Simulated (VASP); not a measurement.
Band structure of WSi2 (MoSi2 type). Computed with revPBE GGA, VASP's PBE PAW potentials (set 64) (plane waves; VASP 6.6.1).

Unless said otherwise, spin-orbit coupling is left out, though it shifts the bands of the heavy elements here.

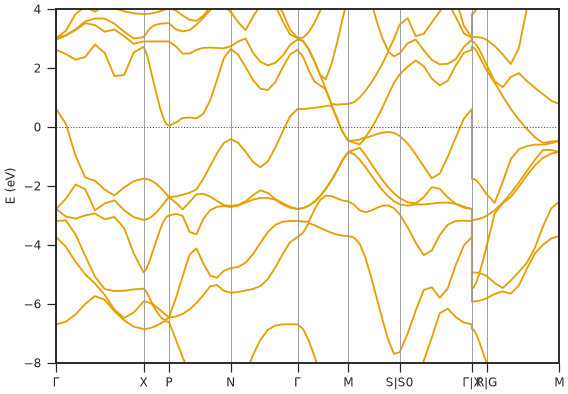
Bands along high-symmetry lines, zero at the valence-band maximum or, without a gap, the Fermi level

Problem. Read the plot: is there a gap, and where are the band edges?

Solution. It has no gap at this level: it comes out as a metal or semimetal. (Edges off the drawn lines would not show.)

The compound is WSi2 in the MoSi2 type structure. It was relaxed first.
